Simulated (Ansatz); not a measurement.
# C2H6Cl2Si: the cost of one run

Method: RKS revPBE/STO-3G, in Ansatz 0.2.0.

### 1 Starting point

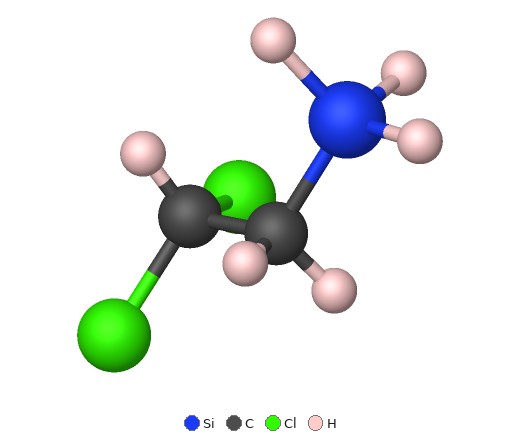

Start, viewed from a free direction; silicon blue, carbon dark grey, chlorine green, hydrogen pink.

As a file:

```xyz
11

Si   -0.7368   -0.2867    1.3179
C     0.5712   -0.3239    0.0329
C     0.2370    0.3737   -1.3052
Cl    1.5446   -0.1159   -2.5238
Cl    0.3309    2.1444   -1.1600
H    -1.0224    1.1696    1.7451
H    -2.0087   -0.7755    0.7169
H    -0.3857   -1.0491    2.4794
H     1.5070    0.0886    0.5095
H     0.7547   -1.3865   -0.1301
H    -0.7264    0.1042   -1.6619
```

### 2 Relaxing the start

The input, input.yaml:

```yaml
crystal:
  periodic: [false, false, false]
  atoms:
    - { symbol: Si, position_ang: [-0.7368, -0.2867, 1.3179] }
    - { symbol: C, position_ang: [0.5712, -0.3239, 0.0329] }
    - { symbol: C, position_ang: [0.237, 0.3737, -1.3052] }
    - { symbol: Cl, position_ang: [1.5446, -0.1159, -2.5238] }
    - { symbol: Cl, position_ang: [0.3309, 2.1444, -1.16] }
    - { symbol: H, position_ang: [-1.0224, 1.1696, 1.7451] }
    - { symbol: H, position_ang: [-2.0087, -0.7755, 0.7169] }
    - { symbol: H, position_ang: [-0.3857, -1.0491, 2.4794] }
    - { symbol: H, position_ang: [1.507, 0.0886, 0.5095] }
    - { symbol: H, position_ang: [0.7547, -1.3865, -0.1301] }
    - { symbol: H, position_ang: [-0.7264, 0.1042, -1.6619] }
basis:
  gaussian: { orbitals: STO-3G }
hamiltonian:
  xc: revpbe
relax:
  f_tol: 0.02
  max_steps: 40
scf:
  lower_state_search: "off"
```

Run with:

```sh
$ ansatz run input.yaml --threads 1 --pin off --max-ram 2048MiB --backend cpu --events-out ev --progress --plain --runs-dir out
```

Q: Estimate wall time and peak memory on 1 thread of Intel Xeon Platinum 8259CL at 2.50GHz (Skylake/Cascade Lake), shared host.

About 43 s, with a peak of 0.14 GiB.
